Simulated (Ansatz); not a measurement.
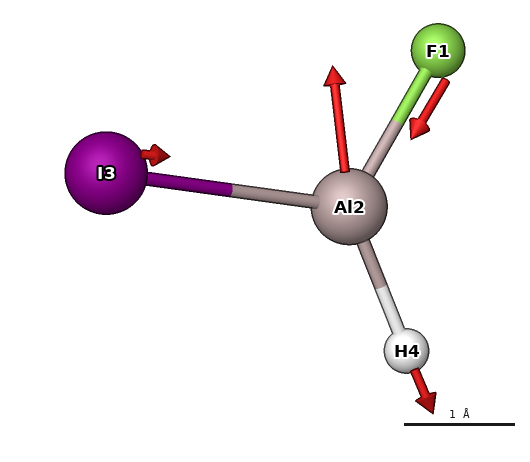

Arrows show the forces on the atoms, 0.3 Å of arrow for 1 eV/Å; forces under a tenth of the largest aren't drawn. Level of theory: PBE-D4/def2-TZVPP (Ansatz 0.2.0).

On which atom is the force largest, and how large is it?

Answer. On Al2: 3.32 eV/Å.

List the force components in the frame of the picture (x right, y up, z towards the viewer), in eV/Å.

```csv
atom,Fx,Fy,Fz
F1,−1.08,−1.82,1.04
Al2,−0.39,3.27,−0.36
I3,0.88,−0.08,−0.40
H4,0.58,−1.38,−0.28
```
